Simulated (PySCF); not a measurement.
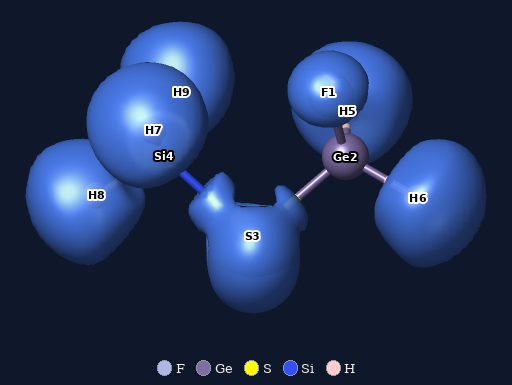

*FGeH$_{5}$SSi (SMILES [F][GeH2][S][SiH3]). Isosurface of the ELF at 0.8 (blue), seen at a tilt. Core shells and regions of very low density are left out.*

Geometry: PBE0-D3(BJ)/def2-SVP.

These are results of CAM-B3LYP/def2-SVPD, SCF density, gas phase (PySCF 2.14.0), not measurements.

The calculation's input:

```
{"job": {"kind": "uv", "xc": "CAM-B3LYP", "basis": "def2-SVPD", "ip": true, "dynamic": false}, "charge": 0, "multiplicity": 1}
F      1.620597     1.453088    -0.544344
Ge     1.791382    -0.075454     0.282002
S      0.062264    -0.260797     1.646228
Si    -1.463415     0.333142     0.236342
H      1.770605    -1.133593    -0.828625
H      3.073924    -0.023190     1.118666
H     -1.558330     1.814003     0.121178
H     -2.741368    -0.216093     0.770222
H     -1.166384    -0.261581    -1.100666
```

Command:

```sh
OMP_NUM_THREADS=1 python probes_run.py task.json out
```

### Identify the bonds, lone pairs and shells in this picture.

The surface consists of five regions around hydrogen nuclei, one region on S in which the atom's valence shell and bonds are merged and one region wrapped around F (its valence shell). Along the contacts the grid gives the following. Ge–F (1.75 Å): the ELF peaks at about 0.80 in the valence shell of F, 0.5 Å from its nucleus, and is about 0.20 at the midpoint. Si–S (2.16 Å): the ELF peaks at about 0.90 between the atoms; a covalent bond.
